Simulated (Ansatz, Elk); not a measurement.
**How far do independent atoms describe Ca3CdO?**

Structure refinements treat a crystal as free atoms side by side. For a made-up structure of Ca3CdO (cell and positions from a PBE relaxation) the runs below show what the calculated density changes in F(hkl).

Calculated with Elk 11.2.3 (patched build); DFT, PBE, all-electron APW+lo, Dirac cores, scalar-relativistic bands, static density, no spin.

The structure was built from a prototype and need not be the compound's stable phase.

### Step 1. Starting point

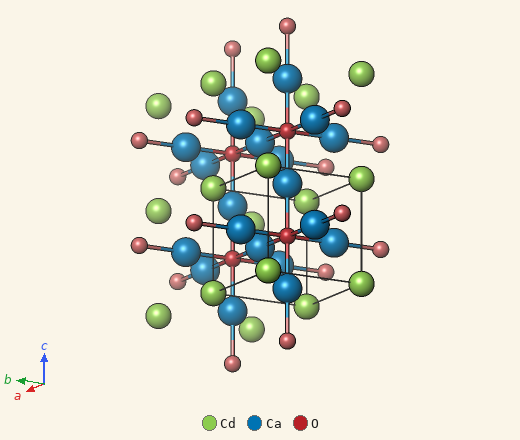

The starting structure, seen from a free direction (cadmium green, calcium blue, oxygen red). 2×1×2 cells are drawn. Some periodic images of atoms are drawn too.

### Step 2. Ground state and structure factors

An all-electron density is needed, since X-rays see the cores too. Task 0 finds the density and task 195 Fourier-transforms it; tshift is off so that phases refer to the origin typed.

File elk.in:

```
tasks
  0
  195

xctype
  20

spinpol
  .false.

rgkmax
  7.0

gmaxvr
  14.0

lmaxo
  7

lmaxapw
  8

swidth
  0.002

tshift
  .false.

ramdisk
  .false.

hmaxvr
  5.5

maxscl
  120

epspot
  1e-06

sppath
  './'

avec
  9.26543836752 0.00000000000 0.00000000000
  -0.00000000000 9.26543836752 0.00000000000
  0.00000000000 0.00000000000 9.26543836752

atoms
  3
  'Cd.in'
  1
  0.0000000000 -0.0000000000 -0.0000000000   0.000000 0.000000 0.000000
  'Ca.in'
  3
  0.5000000000 0.5000000000 0.0000000000   0.000000 0.000000 0.000000
  0.5000000000 0.0000000000 0.5000000000   0.000000 0.000000 0.000000
  -0.0000000000 0.5000000000 0.5000000000   0.000000 0.000000 0.000000
  'O.in'
  1
  0.5000000000 0.5000000000 0.5000000000   0.000000 0.000000 0.000000

ngridk
  5 5 5
```

On the command line:

```console
$ OMP_NUM_THREADS=4 elk
```

Numbers of over 12 decimals in the logs are rounded to 6 here.

The log of the run:

```text
┌─────────────────────────┐
│ Elk code version 11.2.3 │
└─────────────────────────┘

All units are atomic (Hartree, Bohr, etc.)

┌─────────────────────────────────────────────────┐
│ Ground-state run starting from atomic densities │
└─────────────────────────────────────────────────┘

Lattice vectors :
   9.265438368       0.000000000       0.000000000
  -0.000000000       9.265438368       0.000000000
   0.000000000       0.000000000       9.265438368

Reciprocal lattice vectors :
  0.6781314664       0.000000000      -0.000000000
   0.000000000      0.6781314664       0.000000000
   0.000000000      -0.000000000      0.6781314664

Unit cell volume      :    795.4225787
Brillouin zone volume :   0.3118470862

Muffin-tin inner radius fraction :   0.1000000000E-01

Nuclei treated as point charges

Species : 1 (Cd)
 parameters loaded from : Cd.in
 name : cadmium
 nuclear charge    :   -48.00000000
 electronic charge :    48.00000000
 atomic mass :    204912.7176
 muffin-tin radius :    2.600000000
 number of radial points in muffin-tin :   1193
 inner part over the whole radius :   0.9972693929E-02
 number on inner part of muffin-tin    :    850
 approximate nuclear radius :   0.8708852602E-04
 number of mesh points to nuclear radius :    426
 atomic positions (lattice), magnetic fields (Cartesian) :
  1 :   0.00000000  0.00000000  0.00000000    0.00000000  0.00000000  0.00000000

Species : 2 (Ca)
 parameters loaded from : Ca.in
 name : calcium
 nuclear charge    :   -20.00000000
 electronic charge :    20.00000000
 atomic mass :    73057.72475
 muffin-tin radius :    2.400000000
 number of radial points in muffin-tin :    993
 inner part over the whole radius :   0.9970789793E-02
 number on inner part of muffin-tin    :    698
 approximate nuclear radius :   0.6614485811E-04
 number of mesh points to nuclear radius :    321
 atomic positions (lattice), magnetic fields (Cartesian) :
  1 :   0.50000000  0.50000000  0.00000000    0.00000000  0.00000000  0.00000000
  2 :   0.50000000  0.00000000  0.50000000    0.00000000  0.00000000  0.00000000
  3 :   0.00000000  0.50000000  0.50000000    0.00000000  0.00000000  0.00000000

Species : 3 (O)
 parameters loaded from : O.in
 name : oxygen
 nuclear charge    :   -8.000000000
 electronic charge :    8.000000000
 atomic mass :    29165.12205
 muffin-tin radius :    1.800000000
 number of radial points in muffin-tin :    593
 inner part over the whole radius :   0.9958443124E-02
 number on inner part of muffin-tin    :    408
 approximate nuclear radius :   0.5115538663E-04
 number of mesh points to nuclear radius :    173
 atomic positions (lattice), magnetic fields (Cartesian) :
  1 :   0.50000000  0.50000000  0.50000000    0.00000000  0.00000000  0.00000000

Total number of atoms per unit cell :    5
Total muffin-tin volume :    271.7687085
 ratio of muffin-tin to unit cell volume :   0.3416658211

Spin treatment :
 spin-unpolarised

Number of Bravais lattice symmetries :   48
Number of crystal symmetries         :   48
Crystal has inversion symmetry
Real symmetric eigensolver will be used

k-point grid :      5     5     5
k-point offset :    0.000000000       0.000000000       0.000000000
k-point set is reduced with full crystal symmetry group
Total number of k-points :       10

Muffin-tin radius times maximum |G+k| :    7.000000000
 using average radius
Maximum |G+k| for APW functions       :    3.017241379
Maximum (1/2)|G+k|²                   :    4.551872771
Maximum |G| for potential and density :    14.00000000
Constant for pseudocharge density :    9
 order of it for each species :   16  16  16
 order of it for pair densities of each species (exact exchange by exxq0 0: 17) :   12  10   4
Radial integration step length :    1

G-vector grid sizes :     42    42    42
Number of G-vectors :    37073

Maximum angular momentum used for
 APW functions            :    8
 outer part of muffin-tin :    7
 inner part of muffin-tin :    2

Total nuclear charge    :   -116.0000000
[...]
exchange                    :     -266.84339776652
 correlation                 :     -5.300445
 electron entropic           :    -0.73862690760208E-03
 total energy                :     -7713.1438567159

Density of states at Fermi energy :    44.30920232
 (states/Hartree/unit cell)

Estimated indirect band gap :   0.9540500663E-02
 from k-point 7 to k-point 8
Estimated direct band gap   :   0.1246834604E-01
 at k-point 8

Charges :
 core                        :    62.00000000
 valence                     :    54.00000000
 interstitial                :    6.757807723
 muffin-tins (core leakage)
  species : 1 (Cd)
   atom 1                    :    46.41677578     (  0.2532544174E-03)
  species : 2 (Ca)
[...]
species : 3 (O)
[...]
total in muffin-tins        :    109.2421923
 total calculated charge     :    115.9990365
 total charge                :    116.0000000
 error                       :   0.9635242459E-03

RMS change in Kohn-Sham potential (target) :   0.7123793280     (  0.1000000000E-05)
Absolute change in total energy (target)   :   0.1180169581     (  0.1000000000E-03)

[... loops 3 to 14 left out ...]

┌──────────────────┐
│ Loop number : 15 │
└──────────────────┘

Energies :
 Fermi                       :     0.182996
 sum of occupied eigenvalues :     -4588.2451414147
 electron kinetic            :      7999.3731465522
 core electron kinetic       :      7662.8893161614
 Coulomb                     :     -15440.096732195
 Coulomb potential           :     -12234.141530331
 nuclear-nuclear             :     -841.01983732195
 electron-nuclear            :     -16982.388965840
 Hartree                     :      2383.3120709668
 Madelung                    :     -9323.0259670301
 xc potential                :     -353.47675763612
 exchange                    :     -266.57863087213
 correlation                 :     -5.305127
 electron entropic           :    -0.99494897827620E-03
 total energy                :     -7712.6083380831

Density of states at Fermi energy :    64.77746087
 (states/Hartree/unit cell)

Estimated indirect band gap :   0.8416041470E-02
 from k-point 7 to k-point 8
Estimated direct band gap   :   0.9856605590E-02
 at k-point 8

Charges :
 core                        :    62.00000000
 valence                     :    54.00000000
 interstitial                :    7.100339977
 muffin-tins (core leakage)
  species : 1 (Cd)
[...]
species : 2 (Ca)
[...]
species : 3 (O)
[...]
total in muffin-tins        :    108.8996600
 total calculated charge     :    115.9991469
 total charge                :    116.0000000
 error                       :   0.8531150262E-03

RMS change in Kohn-Sham potential (target) :   0.4608061033E-06 (  0.1000000000E-05)
Absolute change in total energy (target)   :   0.5819156286E-04 (  0.1000000000E-03)

Convergence targets achieved

┌──────────────────┐
│ Loop number : 16 │
└──────────────────┘

Energies :
 Fermi                       :     0.182996
 sum of occupied eigenvalues :     -4588.2451481830
 electron kinetic            :      7999.3731458505
 core electron kinetic       :      7662.8893150652
 Coulomb                     :     -15440.096735978
 Coulomb potential           :     -12234.141531788
 nuclear-nuclear             :     -841.01983732195
 electron-nuclear            :     -16982.388972543
 Hartree                     :      2383.3120738876
 Madelung                    :     -9323.0259700834
 xc potential                :     -353.47676224501
 exchange                    :     -266.57863085637
 correlation                 :     -5.305127
 electron entropic           :    -0.99495009673056E-03
 total energy                :     -7712.6083425924

Density of states at Fermi energy :    64.77756507
 (states/Hartree/unit cell)

Estimated indirect band gap :   0.8416025496E-02
 from k-point 7 to k-point 8
Estimated direct band gap   :   0.9856587527E-02
 at k-point 8

Charges :
 core                        :    62.00000000
 valence                     :    54.00000000
 interstitial                :    7.100340245
 muffin-tins (core leakage)
  species : 1 (Cd)
[...]
species : 2 (Ca)
[...]
atom 2                    :    18.20159401     ( -0.1986772471E-06)
   atom 3                    :    18.20159401     ( -0.1986772471E-06)
  species : 3 (O)
   atom 1                    :    7.625922422     ( -0.2725459769E-06)
 total in muffin-tins        :    108.8996598
 total calculated charge     :    115.9991469
 total charge                :    116.0000000
 error                       :   0.8531147536E-03

┌──────────────────────────────┐
│ Self-consistent loop stopped │
└──────────────────────────────┘

Warning : core states of species 1 leak from the muffin-tin :   0.2392315028E-03

Wrote STATE.OUT
```

The job ended after 16 s (4 threads of AMD EPYC 9R14 (Zen 4), shared host; peak memory 0.22 GiB; 30 s of CPU time).

SFACRHO.OUT:

```text

h k l indices transformed by vhmat matrix:
   1.000000000       0.000000000       0.000000000    
   0.000000000       1.000000000       0.000000000    
   0.000000000       0.000000000       1.000000000    

      h      k      l  multipl.   |H|            Re(F)            Im(F)           |F|

      0      0      0      1   0.0000000       116.00000      0.38217314E-16   116.00000    
      0      0      1      6  0.67813147       19.902972      0.45420263E-14   19.902972    
      0     -1      1     12  0.95902272       33.090462     -0.18002125E-14   33.090462    
     -1     -1     -1      8   1.1745582       78.814263      0.85929516E-14   78.814263    
      0      0     -2      6   1.3562629       87.206507      0.88292586E-14   87.206507    
     -1     -2      0     24   1.5163481       18.131480     -0.50166773E-14   18.131480    
     -2      1      1     24   1.6610761       27.748015     -0.68130924E-14   27.748015    
     -2      2      0     12   1.9180454       74.119827      0.29860698E-14   74.119827    
     -2      1     -2     24   2.0343944       17.347671      0.13710532E-14   17.347671    
     -3      0      0      6   2.0343944       17.283180     -0.10080444E-13   17.283180    
      0      3     -1     24   2.1444400       24.649698     -0.79486172E-15   24.649698    
      3     -1      1     24   2.2491076       60.256764     -0.77519727E-14   60.256764    
      2      2      2      8   2.3491163       65.561329     -0.18143226E-13   65.561329    
      0      3     -2     24   2.4450378       16.370660      0.80223729E-14   16.370660    
     -3      1      2     48   2.5373356       22.449004      0.42561981E-14   22.449004    
      4      0      0      6   2.7125259       59.673236     -0.10672980E-13   59.673236    
     -1      0      4     24   2.7960077       15.525870     -0.12749412E-14   15.525870    
      2     -3     -2     24   2.7960077       15.527919     -0.60972977E-14   15.527919
```

Elk indexes on the primitive cell of elk.in and gives |H| = 4π sin θ/λ in inverse bohr. Below, one row stands for each form hkl of the conventional cell (m members, Friedel mates merged), F is for one primitive cell and the density is static (no thermal factor). Free-atom factors are Waasmaier and Kirfel's, and R is Σm||F|−|F'||/Σm|F|.

```csv
hkl,m,sin θ/λ (Å⁻¹),"abs F, DFT",neutral atoms,diff.
100,6,0.102,19.903,20.210,-0.307
110,12,0.144,33.090,32.939,+0.152
111,8,0.177,78.814,79.170,-0.356
200,6,0.204,87.207,86.835,+0.371
210,24,0.228,18.131,18.574,-0.443
211,24,0.250,27.748,27.860,-0.112
220,12,0.288,74.120,74.074,+0.046
221,24,0.306,17.348,17.360,-0.012
300,6,0.306,17.283,17.360,-0.077
310,24,0.323,24.650,24.705,-0.055
311,24,0.338,60.257,60.197,+0.060
222,8,0.353,65.561,65.598,-0.037
320,24,0.368,16.371,16.360,+0.011
321,48,0.382,22.449,22.471,-0.022
400,6,0.408,59.673,59.624,+0.049
410,24,0.420,15.526,15.474,+0.052
322,24,0.420,15.528,15.474,+0.054
330,12,0.433,20.842,20.766,+0.076
411,24,0.433,20.770,20.766,+0.004
331,24,0.445,50.946,50.902,+0.044
420,24,0.456,55.299,55.259,+0.040
421,48,0.467,14.777,14.690,+0.088
```

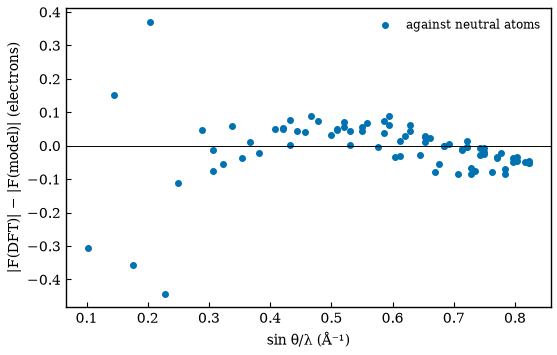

Difference between the calculated structure factors and the independent-atom ones.

### Step 3. The highest occupied states alone

An energy window below the Fermi level keeps the highest occupied states, to see at which angles they scatter; shallow core shells can lie inside it and anion s states outside. No new self-consistency is needed.

elk.in, as its differences from that of step 2:

```diff
@@ -1,3 +1,2 @@
 tasks
-  0
   195
@@ -40,2 +39,5 @@
 
+wsfac
+  -0.258000 0.483000
+
 sppath
```

On the command line:

```console
$ OMP_NUM_THREADS=4 elk
```

The log of the run:

```text
┌─────────────────────────────────┐
│ Elk code version 11.2.3 started │
└─────────────────────────────────┘

Info(readinput): the functional depends on the density's gradient
 muffin-tin radial points multiplied by    2.00000
 (not where nrmtscf is given)

┌────────────────────┐
│ Current task : 195 │
└────────────────────┘

Info(sfacrho): density structure factors written to SFACRHO.OUT

 Energy window :  -0.2580000000      0.4830000000

┌──────────────────┐
│ Elk code stopped │
└──────────────────┘
```

The job ended after 7.7 s (4 threads; peak memory 0.16 GiB).

States within 12 eV below the Fermi level hold 22.00 electrons; any levels below the window count with the cores. Their amplitudes can exceed the total, where window and core parts have opposite phase:

```csv
hkl,sin θ/λ (Å⁻¹),"abs F, window","abs F, all"
100,0.102,5.289,19.903
110,0.144,10.990,33.090
111,0.177,3.451,78.814
200,0.204,8.341,87.207
210,0.228,2.275,18.131
211,0.250,6.000,27.748
220,0.288,4.967,74.120
221,0.306,1.287,17.348
300,0.306,1.220,17.283
310,0.323,3.606,24.650
```

[end of part 1 of 2]

[Logs are printed without paths, hosts, clocks, repeated set-up lines and the standing remarks that a program may print on its own settings, such as how far it seeks lower states.]

[Hosts, paths, dates, database ids (printed as entryN), source tags and the programs' standing remarks are cut or masked in the printed files.]
